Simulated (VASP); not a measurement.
Band structure of Li2S (antifluorite). All values below come from optB88-vdW, VASP's PBE PAW potentials (set 64) (plane waves; VASP).

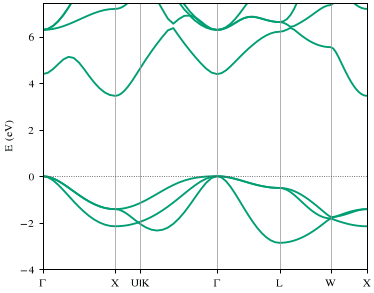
Figure. Bands along high-symmetry lines, zero at the valence-band maximum or, without a gap, the Fermi level

**Question.** Read the plot: is there a gap, and where are the band edges?

**Answer.** The gap is indirect, 3.45 eV, from the valence maximum at Γ to the conduction minimum at X. (Edges off the drawn lines would not show.)

The compound is Li2S in the antifluorite structure. It was relaxed first.
